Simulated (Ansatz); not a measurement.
## YAlSe3 (model cell, started as cubic perovskite with Al in the octahedra): following an unstable mode

Wanted: the energy along a soft mode of YAlSe3 (model cell, started as cubic perovskite with Al in the octahedra) and the structure at the end.

Calculated with Ansatz 0.2.0; DFT PBEsol, scalar-relativistic, plane waves, PAW; PAW set soft_1.

The structure was built from a prototype and need not be the compound's stable phase.

### 1. Starting point

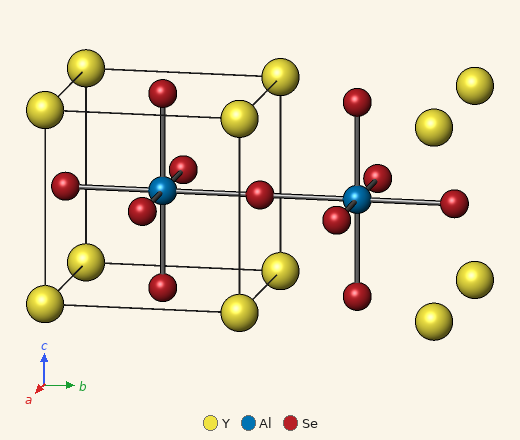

The starting structure, seen slightly off an axis (yttrium yellow, aluminium blue, selenium red). 1×2×1 cells are drawn. Some periodic images of atoms are drawn too.

### 2. The dispersion

The cell comes from relaxations at this level that are not shown. Stability and thermal properties need the whole zone. Linear response on a 2×2×2 q mesh gives force constants as far as a supercell of that size would.

Contents of input.yaml:

```yaml
crystal:
  lattice:
    - [4.8323304856, 0.0, 0.0]
    - [0.0, 4.8323304856, 0.0]
    - [0.0, 0.0, 4.8323304856]
  atoms:
    - { symbol: "Y", position: [0.0, 0.0, 0.0] }
    - { symbol: Al, position: [0.5, 0.5, 0.5] }
    - { symbol: Se, position: [0.5, 0.5, 0.0] }
    - { symbol: Se, position: [0.5, 0.0, 0.5] }
    - { symbol: Se, position: [0.0, 0.5, 0.5] }
kpoints:
  mp_grid: { grid: [8, 8, 8] }
hamiltonian:
  xc: pbesol
  pseudopotentials: { kind: paw, azcp: { folder: soft_1 }, xc_functional: pbe }
scf:
  occupations: { method: methfessel_paxton, width: 0.2 }
output:
  eigenvalues: true
phonons:
  method: dfpt
  qmesh: [2, 2, 2]
  temperatures: { t_max: 1000, t_step: 50 }
  qpath:
    path:
      - [[0.0, 0.0, 0.0], [0.0, 0.5, 0.0], [0.5, 0.5, 0.0], [0.0, 0.0, 0.0], [0.5, 0.5, 0.5], [0.0, 0.5, 0.0]]
      - [[0.5, 0.5, 0.5], [0.5, 0.5, 0.0]]
    npoints: 10
```

Launch:

```console
> ansatz run input.yaml --threads 4 --pin off --max-ram 16384MiB --backend cpu --events-out ev --progress --plain --runs-dir out
```

Numbers of over 12 decimals in the logs are rounded to 6 here.

What it wrote:

```text
Engine: ansatz 0.2.0, aarch64-unknown-linux-gnu
Pseudopotentials: kind: paw
Pseudopotential: Y, paw, valence charge 11, recommended cutoff 420 eV (normal), soft_1/Y.paw.azcp
Pseudopotential: Al, paw, valence charge 3, recommended cutoff 420 eV (normal), soft_1/Al.paw.azcp
Pseudopotential: Se, paw, valence charge 16, recommended cutoff 420 eV (normal), soft_1/Se.paw.azcp
Functional definition: PBEsol
  exchange = pbesol_x
  correlation = pbesol_c
Crystal: 5 atoms, lattice volume = 112.842 Å³
Basis set: ecut = 420 eV, 2205 PW (Γ), exchange–correlation on 72×72×72 points (8 copies of the dense FFT grid, shifted against one another)
Bands: 38, of which v1, the nominal top of the filled ones, is band 31 counted from 1 (30 counted from 0)
Symmetry: 48 space group operations
k-points: 35 of 512
Non-local potential: Y, projectors of the file, l = 0: 3, l = 1: 2, l = 2: 2, l = 3: 1
Non-local potential: Al, projectors of the file, l = 0: 2, l = 1: 2, l = 2: 1
Non-local potential: Se, projectors of the file, l = 0: 2, l = 1: 2, l = 2: 3, l = 3: 1
PAW form: soft (Blöchl's): semilocal exchange-correlation on the pseudo side does not see the compensation charge
PAW frozen core: Y, regenerated for the run's functional, and the local potential with it (the file was generated under x = pbe(κ = 0.804, μ = 0.219515), c = pbe(β = 0.066725))
PAW frozen core: Al, regenerated for the run's functional, and the local potential with it (the file was generated under x = pbe(κ = 0.804, μ = 0.219515), c = pbe(β = 0.066725))
PAW frozen core: Se, regenerated for the run's functional, and the local potential with it (the file was generated under x = pbe(κ = 0.804, μ = 0.219515), c = pbe(β = 0.066725))
PAW one-centre angular grid: Y, 590 points (default); XC on 64 Gauss nodes
PAW one-centre angular grid: Al, 110 points (default); XC on 64 Gauss nodes
PAW one-centre angular grid: Se, 590 points (default); XC on 64 Gauss nodes
Initial density: superposition of atomic densities (chi_scale 0.1, normalization cell, long waves kept (reshape's long-wave potential 0.00 eV rms))
Initial wavefunctions: pseudopotential atomic-orbital guess
Functional: x = pbesol(κ = 0.804, μ = 0.123457), c = pbesol(β = 0.046)
SCF iter   1: F=—  HF=-20596.788762 eV  |F-HF|=—  |Δ(HF+E_count)|=         —  Δρ=3.10e-2  dr2=1.36e0  ethr=3.10e-3  ⟨swp⟩=6.2  Hψ=5194  notcnv=0
preconditioner: auto → Resta (q_TF=auto, 2.469 Å⁻¹)  ε∞=6.2  [insulator: Δε(μ)=0.156 eV  Ē_g=7.529 eV  σ=0.200 eV  W_gap=0.61  n_scr=26 (ndim 8)  ℏωp=17.1 eV  f_vac=0.000  D(μ)=1.11/eV (n_scr^D=6)  ε∞_Penn≈6.2]
SCF iter   2: F=—  HF=-20596.529387 eV  |F-HF|=—  |Δ(HF+E_count)|=   2.59e-1  S|Δr|=    0.00e0  Δρ=1.68e-2  dr2=3.68e-1  ethr=2.19e-3  ⟨swp⟩=2.0  Hψ=1796  notcnv=0  defer=30
SCF iter   3: F=—  HF=-20596.423035 eV  |F-HF|=—  |Δ(HF+E_count)|=   1.06e-1  S|Δr|=    0.00e0  Δρ=2.71e-3  dr2=9.67e-3  ethr=5.93e-4  ⟨swp⟩=2.0  Hψ=2076  notcnv=0  defer=30
SCF iter   4: F=—  HF=-20596.421834 eV  |F-HF|=—  |Δ(HF+E_count)|=   1.20e-3  S|Δr|=    0.00e0  Δρ=8.46e-4  dr2=9.02e-4  ethr=1.56e-5  ⟨swp⟩=2.0  Hψ=2376  notcnv=0  defer=30
SCF iter   5: F=—  HF=-20596.421343 eV  |F-HF|=—  |Δ(HF+E_count)|=   4.91e-4  S|Δr|=    0.00e0  Δρ=2.72e-4  dr2=6.78e-5  ethr=1.45e-6  ⟨swp⟩=2.0  Hψ=2384  notcnv=0  defer=30
SCF iter   6: F=—  HF=-20596.421355 eV  |F-HF|=—  |Δ(HF+E_count)|=   1.21e-5  S|Δr|=    0.00e0  Δρ=6.01e-5  dr2=6.06e-6  ethr=1.09e-7  ⟨swp⟩=2.4  Hψ=2395  notcnv=0  defer=30
SCF iter   7: F=—  HF=-20596.421356 eV  |F-HF|=—  |Δ(HF+E_count)|=   1.10e-6  S|Δr|=    0.00e0  Δρ=1.22e-5  dr2=3.76e-7  ethr=9.77e-9  ⟨swp⟩=2.2  Hψ=2181  notcnv=0  defer=30
SCF iter   8: F=—  HF=-20596.421356 eV  |F-HF|=—  |Δ(HF+E_count)|=   1.04e-8  S|Δr|=    0.00e0  Δρ=2.41e-6  dr2=9.11e-9  ethr=6.06e-10  ⟨swp⟩=2.0  Hψ=1693  notcnv=0  defer=30
SCF iter   9: F=—  HF=-20596.421356 eV  |F-HF|=—  |Δ(HF+E_count)|=  3.35e-10  S|Δr|=    0.00e0  Δρ=6.18e-7  dr2=4.66e-10  ethr=1.47e-11  ⟨swp⟩=2.3  Hψ=2290  notcnv=0  defer=30
SCF iter  10: F=-20596.421356 eV  HF=-20596.421356 eV  |F-HF|=1.09e-11  |Δ(HF+E_count)|=  4.37e-11  S|Δr|=    0.00e0  Δρ=8.56e-8  dr2=8.42e-12  ethr=1.00e-12  ⟨swp⟩=8.7  Hψ=7016  notcnv=0
the search or the solves at the SCF's close seem to have found levels that the self-consistency loop had missed (the run counts 1). By its estimate they hold under 1e-12 electrons; where the run keeps them, the occupations were computed again with them
SCF 1 converged in 10 iterations: F = -20596.421356 eV  dr2 = 8.42e-12
  greatest PAW one-centre occupation: 1.000 electrons in one spin orbital (limit 2), on the Se atom at site 2 (counted from 0), in its partial waves of l = 2
Initial density: read from a saved state, or passed on in memory by an earlier SCF of this step, an earlier step, the calling program or the single point that the run made first
iter 1 solved again at ethr=1.93e-8 eV; its pass at ethr=3.10e-3 eV (dr2=1.19e-5 eV) is discarded
SCF iter   1: F=—  HF=-20596.421356 eV  |F-HF|=—  |Δ(HF+E_count)|=         —  Δρ=2.04e-7  dr2=5.39e-11  ethr=1.93e-8  ⟨swp⟩=3.6  Hψ=8914  notcnv=0
eigensolver tolerance schedule: the retry pair's looser diagonalisation over-reported the residual by 221431.15 of it (diagonalisation noise at an unbounded share of the residual, at the tolerance the schedule requests for it); recorded, not acted on — ethr = c·dr2/N_el stays at c = 1.0e-1
preconditioner: auto → Kerker (q_TF=auto, 2.469 Å⁻¹)  [metal: Δε(μ)=0.078 eV  Ē_g=7.951 eV  σ=0.200 eV  W_gap=0.32  n_scr=26 (ndim 8)  ℏωp=17.1 eV  f_vac=0.000  D(μ)=1.15/eV (n_scr^D=6)]
SCF iter   2: F=—  HF=-20596.421356 eV  |F-HF|=—  |Δ(HF+E_count)|=   2.22e-7  S|Δr|=    0.00e0  Δρ=1.01e-7  dr2=1.60e-11  ethr=1.00e-12  ⟨swp⟩=3.0  Hψ=3248  notcnv=0
SCF iter   3: F=-20596.421356 eV  HF=-20596.421356 eV  |F-HF|=3.64e-12  |Δ(HF+E_count)|=    0.00e0  S|Δr|=    0.00e0  Δρ=7.79e-8  dr2=8.93e-12  ethr=1.00e-12  ⟨swp⟩=3.4  Hψ=3001  notcnv=0
SCF 2 converged in 3 iterations: F = -20596.421356 eV  dr2 = 8.93e-12
  greatest PAW one-centre occupation: 1.000 electrons in one spin orbital (limit 2), on the Se atom at site 4 (counted from 0), in its partial waves of l = 2
phonons: the bands overlap, so this run is a metal and interpolates without the dipole-dipole term. If the crystal is really an insulator or semiconductor, its LO-TO splitting is missing
NSCF: frozen V_eff on 35 k-points
NSCF: frozen V_eff on 125 k-points
DFPT response loops at q = (0, 0, 0) (fractional): preconditioner auto → Kerker (q_TF=auto, 2.469 Å⁻¹) (partly filled bands, converged f_vac=0.000); β = 1.00, the filter's whole step (`scf.mixing.beta` (0.50) is not read by the response loops under this deck's `scf.mixing.preconditioner`; to damp them name `kerker` or `kerker_dos`, under which they read `scf.mixing.beta`, and type it under 1.00, their step now; both keys bind the ground state too); Broyden in place of MSR1
NSCF: frozen V_eff on 250 k-points
DFPT response loops at q = (0, 0, -0.5) (fractional): mixed as the last ones told, above
NSCF: frozen V_eff on 250 k-points
DFPT response loops at q = (0, -0.5, -0.5) (fractional): mixed as the last ones told, above
NSCF: frozen V_eff on 250 k-points
DFPT response loops at q = (-0.5, -0.5, -0.5) (fractional): mixed as the last ones told, above
SCF converged after 10 iterations
Stability not checked: this state was not tested for a lower state beside it, because cold or Methfessel-Paxton smearing, or corrected tetrahedra, fill the levels in a way that the test cannot read (fill_not_monotonic; see scf.lower_state_search)
Free energy (F): -20596.421356 eV
Harris-Foulkes:  -20596.421356 eV  (|F-HF|=1.09e-11)
Internal energy: -20596.422449 eV  (E = F + TS)
E sigma→0 (E₀):  -20596.421629 eV
Entropy (-TS):   0.001093 eV (0.219 meV/atom)
Fermi energy:    9.500456 eV
--- Per-component energies (eV) ---
  E_band       = -1198.804880
  E_kinetic    = 673.545435
  E_local      = -8539.261617  (includes V_loc(G=0)·N_el)
  E_nonlocal   = -1022.406396
  E_hartree    = 4403.465475
  E_xc         = -470.652145
  E_vxc        = -508.253366  (∫ρ·V_xc dr)
  E_paw        = -9478.470593  (= ΣΔE_a)
  E_vpaw       = -609.358994  (= ΣTr[D̂ρ^β])
  E_aug_tail   = -0.000958  (compensation charges beyond the density's cutoff)
  E_ewald      = -6165.834919
  E_core_change = 3.193268  (= ΣΔE_core)
  E_smearing   = 0.001093  (= −TS)
  E_closure    = -0.000000  (closes the sum)
  Σ components = -20596.421356   (vs F -20596.421356, Δ=0.00e0)
--- Band table (eV; the first three rows and the last of 35) ---
  k-point 0: bands = [... 27 lower, 8.1021, 8.1496, 8.7361, 8.7361, 8.7361, 10.0625, 10.0625, 10.4406, ... 3 higher]
  k-point 1: bands = [... 27 lower, 7.8777, 8.0854, 8.5992, 8.6103, 8.6103, 10.1920, 10.4775, 10.5227, ... 3 higher]
  k-point 2: bands = [... 27 lower, 7.4272, 7.4272, 8.3687, 8.3687, 9.4111, 10.5222, 10.5726, 11.3724, ... 3 higher]
  k-point 34: bands = [... 27 lower, 8.1871, 9.8958, 9.8958, 9.8958, 10.1610, 11.0432, 11.0432, 11.0432, ... 3 higher]
--- Phonons (Γ-DFPT): 4 representative perturbations + reference (Σ response iterations 12) ---
  ASR residual: 4.194e-5 → 0.000e0 eV/Å²; symmetrization residual: 6.833e-6 eV/Å²
  ASR residual per site (eV/Å²): 4.19e-5 2.30e-5 2.36e-5 2.36e-5 2.36e-5
  Γ frequencies (cm⁻¹): -126.39 -126.39 -126.39 -106.95 -106.95 -106.95 0.00 0.00 0.00 56.31 56.31 56.31 345.89 345.89 345.89
--- Phonons (arbitrary-q DFPT): 4 irreducible q on the 2×2×2 mesh ---
  q = [0.0000, 0.0000, 0.0000] (star 1, of the zone-centre solve; hermiticity 1.00e-6, symmetrization 7.85e-12): -126.39 -126.39 -126.39 -106.95 -106.95 -106.95 -0.00 -0.00 -0.00 56.31 56.31 56.31 345.89 345.89 345.89
  q = [0.0000, 0.0000, -0.5000] (star 3, 9 solved perturbations in 975 linear systems a pass and spin channel, the states on 125 of 512 k-point pairs; hermiticity 5.77e-7, symmetrization 3.65e-12): -116.50 -116.50 -96.11 -75.02 -75.02 22.95 22.95 49.78 52.23 86.64 86.64 227.33 322.11 344.75 344.75
  q = [0.0000, -0.5000, -0.5000] (star 3, 9 solved perturbations in 975 linear systems a pass and spin channel, the states on 125 of 512 k-point pairs; hermiticity 8.12e-7, symmetrization 5.37e-13): -145.38 -127.40 -127.40 -63.10 -63.10 -49.51 63.31 63.31 94.97 113.31 185.87 256.00 336.09 336.09 343.37
  q = [-0.5000, -0.5000, -0.5000] (star 1, 4 solved perturbations in 350 linear systems a pass and spin channel, the states on 125 of 512 k-point pairs; hermiticity 3.48e-7, symmetrization 8.92e-12): -166.68 -166.68 -166.68 -117.03 -117.03 -117.03 89.19 89.19 89.19 183.40 183.40 275.00 353.81 353.81 353.81
  sum rule: each row above includes the acoustic sum rule's correction from the zone centre's row sums; it moved no ω² by more than (0.48 cm⁻¹)²
  mesh force constants: q→R imaginary residual 6.47e-18; ASR residual 4.194e-5 → 0.000e0 eV/Å²; symmetrization residual 8.882e-15 eV/Å²
  interpolated dispersion: 62 rows × 15 modes
  density of states and harmonic sums: on the 14×14×14 q-mesh, interpolated from the force constants of a 2×2×2 supercell (no non-analytic term)
  largest difference from the sums on the solved wave vectors: F 5.88e-2 eV, S 6.24e-5 and C_V 2.64e-5 eV/K
  zero-point energy: 0.105632 eV/cell   skipped modes (ω ≤ 0): 712, of them read as no rigid motion or as one in doubt: 709 (5.935e0 modes/cell left out, lowest -166.68 cm⁻¹)   left out of the sums: 3.96e-1 of the cell's modes: C_V's classical limit lies that fraction below 3 k_B per atom; for a crystal, a wire or a layer, F and S can be off by more, and a phonons.interpolated_qmesh denser along its periods is the remedy for the sampling
```

It took 6 min on 4 threads of Arm Neoverse V1, shared host; peak memory 1.6 GiB; 23 min of CPU time.

The column dr2 measures how far the density is from self-consistency, as an energy; F and HF (Harris–Foulkes) agree once it is small.

This step gave:

```
volume per atom                                         : 22.57 Å³
gap on the k-mesh                                       : 0 eV
sum-rule residual before enforcement                    : 4.19e-5 eV/Å²
lowest frequency on the path                            : -166.7 cm⁻¹
point group                                             : m-3m
highest frequency on the path or at a solved wavevector : 353.8 cm⁻¹
highest optical mode at the zone centre (no LO-TO term) : 345.9 cm⁻¹
lowest optical zone-centre mode                         : -126.4 cm⁻¹
lowest mode on the q mesh (acoustic modes at Γ apart)   : -166.7 cm⁻¹
```

Frequencies (cm⁻¹) solved at each irreducible wavevector; negative means imaginary. Frequencies by wavevector, by row:

```csv
q in reciprocal lattice units,star,mode 1,mode 2,mode 3,mode 4,mode 13,mode 14,mode 15
0 0 0,1,-126.4,-126.4,-126.4,-107,345.9,345.9,345.9
0 0 -0.5,3,-116.5,-116.5,-96.1,-75,322.1,344.8,344.8
0 -0.5 -0.5,3,-145.4,-127.4,-127.4,-63.1,336.1,336.1,343.4
-0.5 -0.5 -0.5,1,-166.7,-166.7,-166.7,-117,353.8,353.8,353.8
```

Interpolated from a 2×2×2 q mesh. The phonon branches at the labelled points (cm⁻¹):

```csv
point,branch 1,branch 2,branch 3,branch 4,branch 12,branch 13,branch 14,branch 15
Γ,-126,-126,-126,-107,56,346,346,346
X,-116,-116,-96,-75,227,322,345,345
M,-145,-127,-127,-63,256,336,336,343
Γ,-126,-126,-126,-107,56,346,346,346
R,-167,-167,-167,-117,275,354,354,354
X,-116,-116,-96,-75,227,322,345,345
jump to R,-167,-167,-167,-117,275,354,354,354
M,-145,-127,-127,-63,256,336,336,343
```

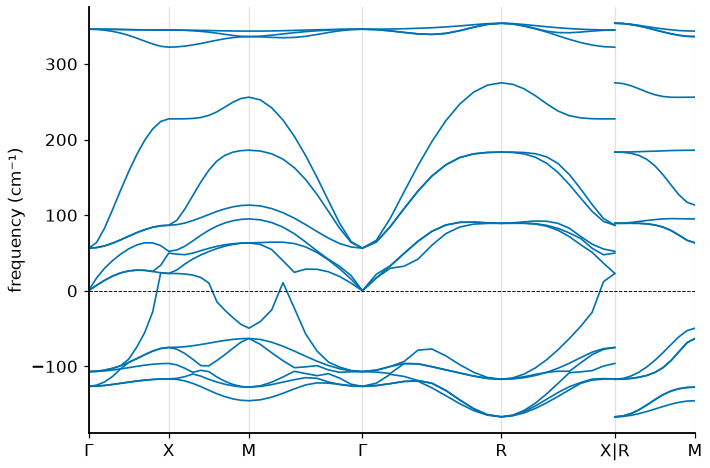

Phonon branches along the path.

Symmetry leaves 4 wavevectors to solve. The lowest mode among them, the acoustic zeros apart, lies at q = (-0.5, -0.5, -0.5) and is imaginary, 166.7i cm⁻¹, so the energy falls along it.

### 3. The mode frozen in, largest atomic shift 0 Å

The mode followed lies at q = (-0.5, -0.5, -0.5) with frequency 166.7i cm⁻¹ and is 3-fold degenerate, the softest among the wavevectors solved. At small amplitude the distorted cell has space group no. 74 by a symmetry search on the positions. The undistorted cell that holds it gives the zero of energy on the same k mesh.

System of this step: YAlSe3 (model cell, started as cubic perovskite with Al in the octahedra). It takes space group Pm-3m (No. 221, cubic). Conventional cell: a = 4.832 Å, b = 4.832 Å, c = 4.832 Å, α = 90.00°, β = 90.00°, γ = 90.00°. Y has 12 Se at 3.42 Å nearest. Al has 6 Se at 2.42 Å nearest. Se has 2 Al at 2.42 Å and 4 Y at 3.42 Å nearest. Farther neighbours and most contacts between anions are not listed.

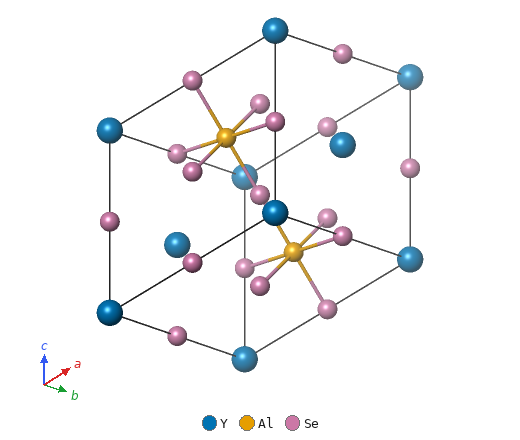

The cell of this step (yttrium blue, aluminium orange, selenium pink). Some periodic images of atoms are drawn too.

input.yaml, the sections that differ from step 2:

```yaml
crystal:
  lattice:
    - [4.8323304856, 4.8323304856, 0.0]
    - [4.8323304856, 0.0, 4.8323304856]
    - [4.8323304856, 0.0, -4.8323304856]
  atoms:
    - { symbol: "Y", position: [0.0, 0.5, 0.5] }
    - { symbol: "Y", position: [0.0, 0.0, 0.0] }
    - { symbol: Al, position: [0.5, 0.25, 0.75] }
    - { symbol: Al, position: [0.5, 0.75, 0.25] }
    - { symbol: Se, position: [0.5, 0.5, 0.5] }
    - { symbol: Se, position: [0.5, 0.0, 0.0] }
    - { symbol: Se, position: [0.0, 0.0, 0.5] }
    - { symbol: Se, position: [0.0, 0.5, 0.0] }
    - { symbol: Se, position: [0.5, 0.0, 0.5] }
    - { symbol: Se, position: [0.5, 0.5, 0.0] }
output:
  forces: true
  stress: true
  eigenvalues: true
# kpoints, hamiltonian, scf: as in step 2
# phonons: removed
```

What it wrote:

```text
[...]
Crystal: 10 atoms, lattice volume = 225.684 Å³
Basis set: ecut = 420 eV, 4477 PW (Γ), exchange–correlation on 96×96×96 points (8 copies of the dense FFT grid, shifted against one another)
Bands: 75, of which v1, the nominal top of the filled ones, is band 62 counted from 1 (61 counted from 0)
Symmetry: 96 space group operations
[...]
k-points: 29 of 512
[...]
k-point 0: bands = [... 58 lower, 8.7330, 8.7330, 9.8888, 9.8888, 9.8888, 10.0591, 10.0591, 10.1576, ... 9 higher]
  k-point 1: bands = [... 58 lower, 8.6985, 8.6985, 9.5420, 9.5420, 9.7937, 10.2151, 10.2151, 10.3491, ... 9 higher]
  k-point 2: bands = [... 58 lower, 8.6586, 9.0092, 9.1058, 9.1058, 9.5413, 10.3976, 10.3976, 10.6374, ... 9 higher]
  k-point 28: bands = [... 58 lower, 7.9699, 7.9699, 8.5360, 8.5360, 11.2949, 11.2949, 11.2956, 11.2956, ... 9 higher]
[key lines of the parts left out:]
SCF converged after 9 iterations
Free energy (F): -41192.851380 eV
Fermi energy:    9.488057 eV
P = ⅓ Tr σ = -0.0014 GPa (-0.014 kbar)
```

The job ended after 8.9 s (4 threads; peak memory 0.92 GiB; 35 s of CPU time).

Numbers from this step:

```yaml
pressure: -0.001410 GPa
energy_from_the_undistorted_cell: 0 meV/atom
```

The run ends at a pressure of 0.00 GPa.

### 4. The mode frozen in, largest atomic shift 0.6 Å

The atoms are moved along the unstable eigenvector, the largest shift by 0.6 Å, with the cell fixed.

input.yaml, the sections that differ from step 3:

```yaml
crystal:
  lattice:
    - [4.8323304856, 4.8323304856, 0.0]
    - [4.8323304856, 0.0, 4.8323304856]
    - [4.8323304856, 0.0, -4.8323304856]
  atoms:
    - { symbol: "Y", position: [0.0, 0.5, 0.5] }
    - { symbol: "Y", position: [0.0, 0.0, 0.0] }
    - { symbol: Al, position: [0.5, 0.25, 0.75] }
    - { symbol: Al, position: [0.5, 0.75, 0.25] }
    - { symbol: Se, position: [0.5877969895, 0.4122030105, 0.4122030105] }
    - { symbol: Se, position: [0.4122030105, 0.0877969895, 0.0877969895] }
    - { symbol: Se, position: [0.0, -0.0438984947, 0.5438984947] }
    - { symbol: Se, position: [0.0, 0.5438984947, -0.0438984947] }
    - { symbol: Se, position: [0.5, -0.0438984947, 0.5438984947] }
    - { symbol: Se, position: [0.5, 0.5438984947, -0.0438984947] }
# kpoints, hamiltonian, scf, output: as in step 3
```

What it wrote:

```text
[...]
Crystal: 10 atoms, lattice volume = 225.684 Å³
Basis set: ecut = 420 eV, 4477 PW (Γ), exchange–correlation on 96×96×96 points (8 copies of the dense FFT grid, shifted against one another)
Bands: 75, of which v1, the nominal top of the filled ones, is band 62 counted from 1 (61 counted from 0)
Symmetry: 8 space group operations
[...]
k-points: 95 of 512
[...]
k-point 0: bands = [... 58 lower, 8.2211, 8.7117, 8.7347, 8.9977, 9.4578, 10.4978, 10.9969, 11.2211, ... 6 higher]
  k-point 1: bands = [... 58 lower, 8.4295, 8.5830, 8.7244, 9.0016, 9.5079, 10.5230, 10.9515, 11.1528, ... 6 higher]
  k-point 2: bands = [... 58 lower, 8.4532, 8.5098, 8.6765, 8.8980, 9.6535, 10.5720, 10.9734, 11.2037, ... 6 higher]
  k-point 94: bands = [... 58 lower, 7.8300, 7.8300, 8.2501, 8.2501, 11.1758, 11.1758, 11.3051, 11.3051, ... 6 higher]
[key lines of the parts left out:]
SCF converged after 8 iterations
Free energy (F): -41195.506570 eV
Fermi energy:    9.349489 eV
P = ⅓ Tr σ = -0.7183 GPa (-7.183 kbar)
```

The job ended after 29 s (4 threads; peak memory 1.4 GiB; 1.9 min of CPU time).

Numbers from this step:

- pressure: -0.7183 GPa
- gap on the k-mesh: 0.3328 eV
- energy from the undistorted cell: -265.6 meV/atom

The energy, extrapolated to zero smearing, is -265.62 meV/atom against the undistorted cell.

The run ends at a pressure of -0.72 GPa, with forces up to 1.2 eV/Å.

(Part 1 of 3 ends here.)

[Logs are printed without paths, hosts, clocks, repeated set-up lines and the standing remarks that a program may print on its own settings, such as how far it seeks lower states.]

[Hosts, paths, dates, database ids (printed as entryN), source tags and the programs' standing remarks are cut or masked in the printed files.]
